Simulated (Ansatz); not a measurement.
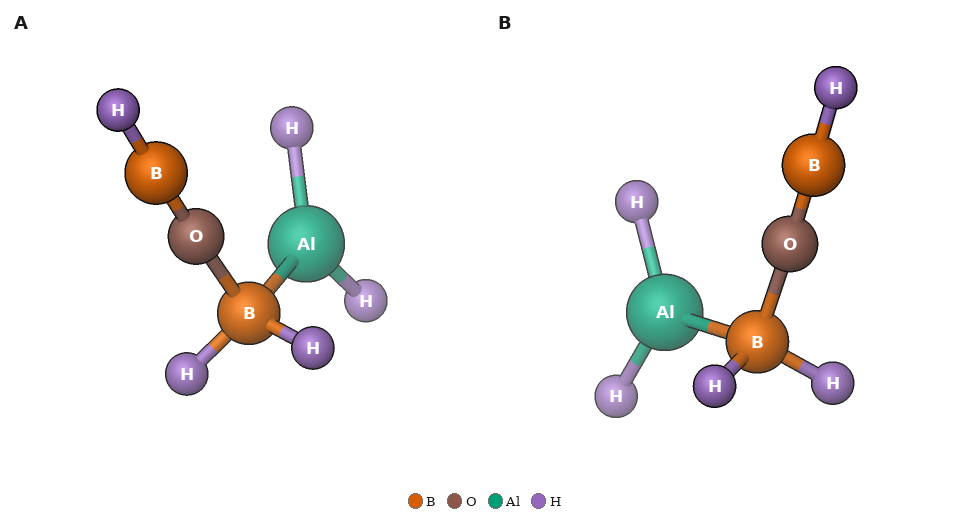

Distant atoms are faded towards the background colour. The computed structure is the end point of a PBE-D4/def2-SVP optimisation. No frequency run is at hand to confirm it as a minimum.

### How are A and B related: the same structure turned, mirror images, conformers, diastereomers or constitutional isomers?

They are the same structure, AlB2H5O, seen from two directions. With point group Cs it is achiral, so its mirror image would be the same too.
